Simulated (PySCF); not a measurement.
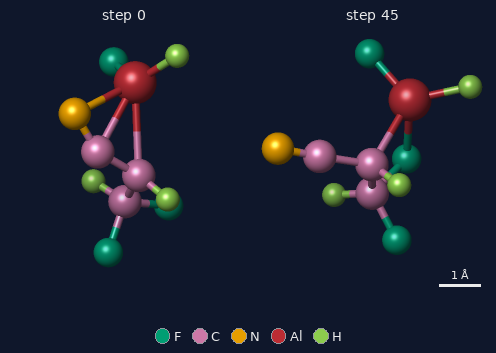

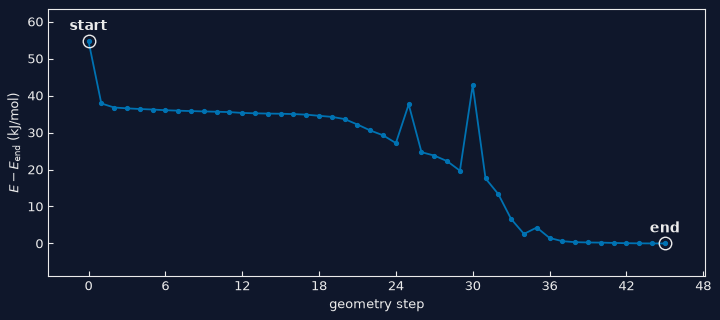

First and last geometry of a relaxation of C3H3AlF3N, with the history of the run. Style: ball-and-stick. Shown from a free direction.

The start comes from GFN2-xTB. Its atoms were then displaced at random by about 0.01 Å.

Theory: PySCF 2.14.0, density-fitted response routines, PBE0-D3(BJ)/def2-SVP geometry optimisation, gas phase. 

**Read the history and describe the run.**

The relaxation stopped without meeting its thresholds, so the last structure isn't shown to be converged. After 45 geometry steps the energy has fallen by 54.7 kJ/mol. An H atom moves most after the best rigid fit: 1.75 Å. By element the largest moves are H 1.75 Å, N 1.42 Å, F 1.20 Å, Al 0.99 Å, C 0.67 Å. Some distances before and after: Al–N 2.014 → 3.962 Å, Al–F 3.804 → 2.007 Å, Al–C 2.082 → 2.989 Å, Al–C 2.315 → 2.032 Å. New bonds form, among them: Al–F (3.80 → 2.01 Å). Bonds break, among them: Al–N (2.01 → 3.96 Å). Bond angles that change, for instance: C–C–Al 62.8° → 117.9°, C–C–N 151.5° → 178.3°, C–C–Al 115.2° → 91.7°.
